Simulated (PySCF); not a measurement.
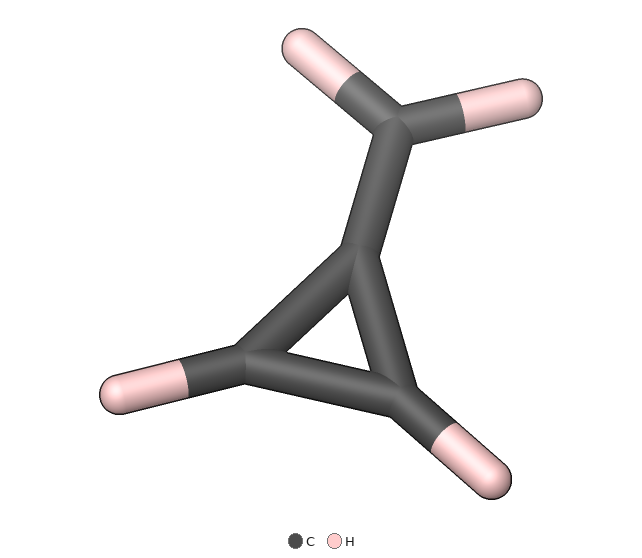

Stick drawing of a structure. Every bond is drawn as one stick, whatever its order.

Computed geometry: PBE0-D3(BJ)/def2-SVP optimisation. No frequency run is at hand to confirm it as a minimum.

What is the molecular formula?

Answer. C₄H₄, 8 atoms: 4 carbon and 4 hydrogen.

How many bonds of each kind are drawn?

Answer. 4 C–C, 4 C–H.

Does it have rings?

Answer. Independent rings (smallest set): 1 of 3 members.

What is the point group of this geometry?

Answer. C2v.

How many atoms are distinct by symmetry?

Answer. 5: 1 C, 1 C, 2 C, 2 H, 2 H.

More results for the same structure follow; atom numbers are the same in all pictures, views and colours differ.

## Polarisability

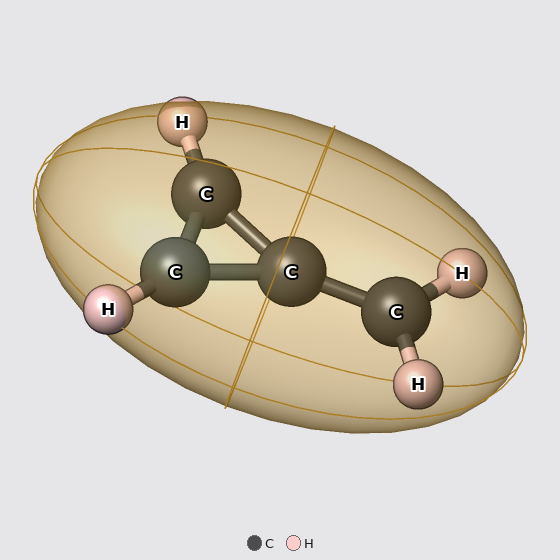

The ellipsoid shows the static dipole polarisability: its half-axes are proportional to the principal values. No frequency run is at hand to confirm it as a minimum. Method: B3LYP/def2-SVPD in methanol (IEF-PCM) (PySCF 2.14.0).

How large and how anisotropic is the polarisability?

Answer. Principal values 41.9, 59.0, 89.6 bohr³; mean 63.5 bohr³ (9.41 Å³); anisotropy 41.9 bohr³, so the longest axis is 2.14 times the shortest.

## Levels of theory compared

No frequency run is at hand to confirm it as a minimum. Program: PySCF 2.14.0.

Tabulate HOMO–LUMO gap (eV) at these levels: B3LYP/def2-SVPD; B3LYP/def2-SVPD in cyclohexane (IEF-PCM); B3LYP/def2-SVPD in methanol (IEF-PCM); BHandHLYP/aug-pcX-1 (pcseg-1 on H); PBE0/pcSseg-1 in cyclohexane (IEF-PCM); PBE0/pcSseg-1 in methanol (IEF-PCM).

| level | HOMO–LUMO gap (eV) |
| --- | --- |
| B3LYP/def2-SVPD | 4.91 |
| B3LYP/def2-SVPD in cyclohexane (IEF-PCM) | 5.04 |
| B3LYP/def2-SVPD in methanol (IEF-PCM) | 5.22 |
| BHandHLYP/aug-pcX-1 (pcseg-1 on H) | 7.21 |
| PBE0/pcSseg-1 in cyclohexane (IEF-PCM) | 5.56 |
| PBE0/pcSseg-1 in methanol (IEF-PCM) | 5.75 |

## NMR shielding

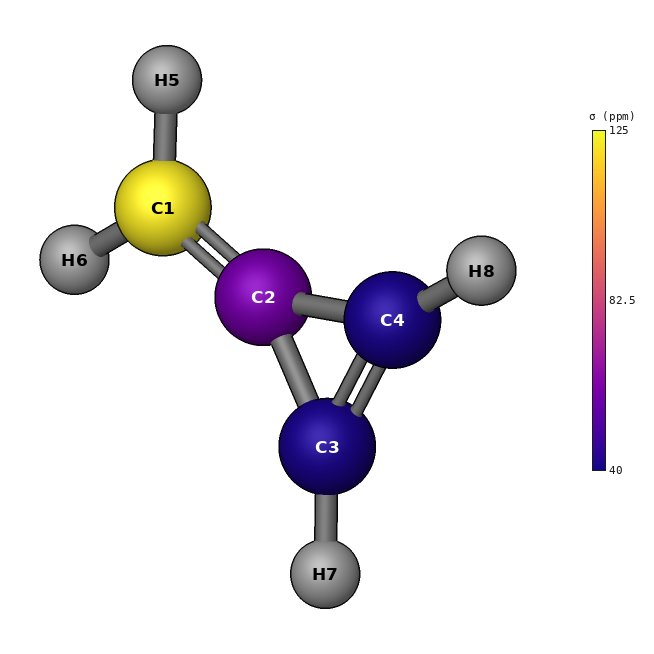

Atoms are coloured by their isotropic NMR shieldings (C only, the others grey). No frequency run is at hand to confirm it as a minimum. Properties computed with GIAO PBE0/pcSseg-1 NMR shielding, non-relativistic, IEF-PCM cyclohexane (PySCF 2.14.0).

List the isotropic NMR shieldings of the C atoms.

```csv
atom,σ (ppm)
C1,121.6
C2,59.6
C3,41.8
C4,41.8
```
